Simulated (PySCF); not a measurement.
# [WOF3]−: how tightly the ligands are held

Aim: take one ligand of each kind off [WOF3]−, with both parts rigid, and scan its distance from the metal. The structure is generated, not taken from experiment.

Computed with PySCF 2.14.0. Level: B3LYP, W def2-SVP with ECP60, O def2-SVP, F def2-SVP; scalar-relativistic core potentials, no spin–orbit coupling.

2 further runs of the same task are left out: 1 for a known fault of the program, 1 that didn't finish.

**1. Where the work starts**

5 atoms, charge -1, spin multiplicity 1.

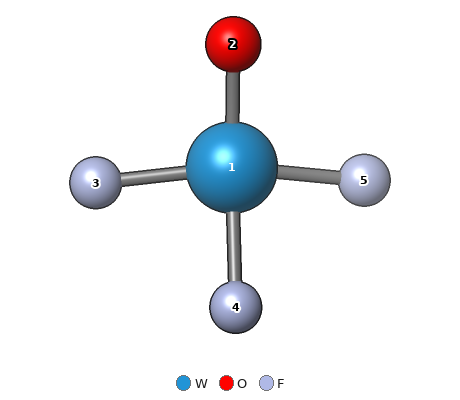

The structure; tungsten blue, oxygen red, fluorine light blue; atoms are numbered from 1 in the order of the file.

Geometry (Å):

```xyz
5

W     0.0647    0.0000    0.0036
O     1.7641    0.0000    0.3330
F    -0.1274    1.8683   -0.2322
F    -1.8706    0.0000    0.3057
F    -0.1274   -1.8683   -0.2322
```

Formal oxidation states: W +4. An earlier session relaxed this geometry at B3LYP, W def2-SVP with ECP60, O def2-SVP, F def2-SVP (singlet, point group Cs).

**2. Rigid scan of O**

Atom 2 moves along the line from atom 1; the distance is to the donor, the donors' midpoint or the ring centre. Each point starts from the density of the one before.

```csv
distance (Å),energy from the relaxed point (eV)
1.43,4.106
1.53,1.509
1.63,0.315
1.73,0.000
1.83,0.223
1.93,0.761
2.03,1.470
2.18,2.663
```

Wall time 5.6 s (2 threads of Arm Neoverse V2, shared host).

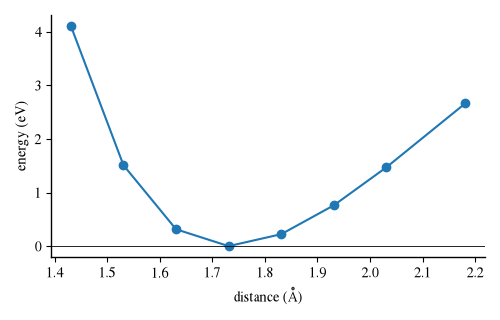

Energy along the rigid scan of O.

**3. F taken off**

The ligand (atom 3) keeps its formal charge and a closed shell where it can; ligand and rest are solved at the complex's geometry, in vacuum, with the settings of the relaxation.

```csv
part,charge,state,energy (Eh)
complex,-1,singlet,-441.827583
ligand,-1,singlet,-99.688836
rest,0,singlet,-341.849770
```

Wall time 2.6 s (2 threads of Arm Neoverse V2, shared host).

**4. Rigid scan of F**

Atom 3 moves along the line from atom 1; the distance is to the donor, the donors' midpoint or the ring centre. Each point starts from the density of the one before.

| distance (Å) | energy from the relaxed point (eV) |
| --- | --- |
| 1.59 | 2.113 |
| 1.69 | 0.774 |
| 1.79 | 0.161 |
| 1.89 | 0.000 |
| 1.99 | 0.112 |
| 2.09 | 0.385 |
| 2.29 | 1.144 |
| 2.59 | 2.352 |
| 2.99 | 3.660 |
| 3.49 | 4.731 |

It took 7.8 s on 2 threads of Arm Neoverse V2, shared host.

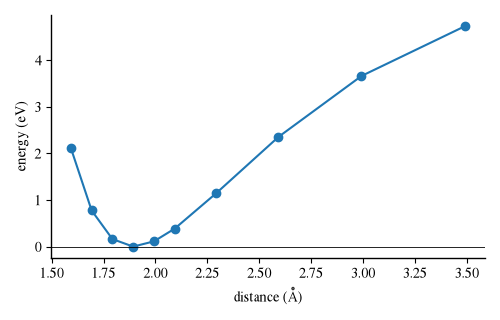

Energy along the rigid scan of F.

**5. What came out**

| quantity | value |
| --- | --- |
| stiffness of the O contact | 53.7 eV/Å² |
| taking off F | 7.86 eV |
| stiffness of the F contact | 27.3 eV/Å² |

Near 1.73 Å the O contact has a stiffness of about 53.7 eV/Å², and the energy stands 2.66 eV higher at 2.18 Å. Taking off F as a fragment of charge -1 costs 7.86 eV. Near 1.89 Å the F contact has a stiffness of about 27.3 eV/Å², and the energy stands 4.73 eV higher at 3.49 Å. The free anion is solved without diffuse functions, no counterpoise correction is made, and the parts aren't relaxed; each of these makes the binding look larger. These are double-zeta-type bases without diffuse functions. Spin–orbit coupling is left out.
